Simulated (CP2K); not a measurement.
Consider 3-methylthiofuran at its PBE geometry (Å).

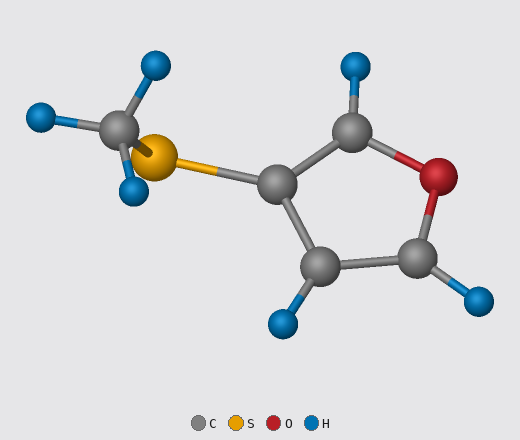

The molecule (carbon grey, sulfur orange, oxygen red, hydrogen blue).

```xyz
13

C     2.3253    0.1232    0.5953
S     1.4740   -0.9363   -0.6165
C    -0.1974   -0.4513   -0.3712
C    -0.8286    0.8031   -0.7010
C    -2.1514    0.6556   -0.4103
O    -2.4037   -0.6117    0.0720
C    -1.1973   -1.2664    0.0941
H     3.3990   -0.0611    0.4646
H     2.1221    1.1837    0.4048
H     2.0339   -0.1380    1.6195
H    -0.3484    1.6849   -1.1104
H    -3.0156    1.3041   -0.4885
H    -1.2119   -2.2899    0.4477
```

Method: CP2K XAS_TDP, all-electron GAPW, PBEh(45%), aug-cc-pVDZ, TDA, GW2X-corrected core level, ZORA, spin–orbit coupling.

Where do the S L₂,₃-edge lines lie, and how strong are they?

Leading lines: S2 168.28 eV. The leading line of an atom is its first one with 35 % of the strongest within 2.5 eV of its lowest line over the strength cut. Core ionisation energies at this level: S2 170.60/170.69/171.75 eV; the 2p½ level lies 1.10 eV above the 2p3/2 pair.

The first six lines of each atom with a strength over 0.0003:

| atom | energy (eV) | states | strength, one atom | above the computed threshold |
| --- | --- | --- | --- | --- |
| S2 (bonded to 2 C) | 167.13 | 1 | 0.0017 |  |
|  | 167.37 | 1 | 0.0016 |  |
|  | 168.06 | 1 | 0.0005 |  |
|  | 168.18 | 1 | 0.0015 |  |
|  | 168.22 | 1 | 0.0010 |  |
|  | 168.28 | 2 | 0.0082 |  |

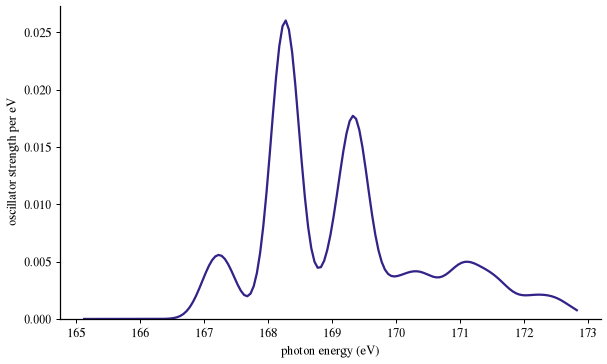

All atoms added, broadened by 0.5 eV.

Lines are vertical, at one geometry, with no vibrational structure. GW2X ionisation energies and lines can be off by 1 to 2 eV either way, and a good line position may hide errors that cancel. Rydberg lines, and the discretised continuum above threshold, depend on the basis and the box.

[Banner, clock and machine lines of the logs are left out without a mark of their own.]

[Logs are printed without paths, hosts, clocks, repeated set-up lines and the standing remarks that a program may print on its own settings, such as how far it seeks lower states.]

[Hosts, paths, dates, database ids (printed as entryN), source tags and the programs' standing remarks are cut or masked in the printed files.]
